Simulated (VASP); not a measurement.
Band structure of BaTe (rock salt). These are SCAN meta-GGA, VASP's PBE PAW potentials (set 64) (plane waves; VASP 6.6.1) values and carry that method's errors.

Unless said otherwise, spin-orbit coupling is left out, though it shifts the bands of the heavy elements here.

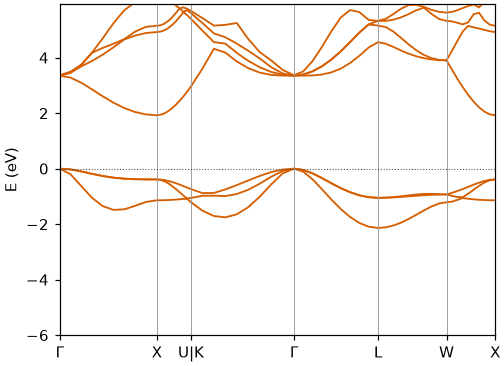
*Bands along high-symmetry lines, zero at the valence-band maximum or, without a gap, the Fermi level*

Task: Read the plot: is there a gap, and where are the band edges?

Result: The gap is indirect, 1.92 eV, from the valence maximum at Γ to the conduction minimum at X.

The compound is BaTe in the rock salt structure. It was relaxed first.
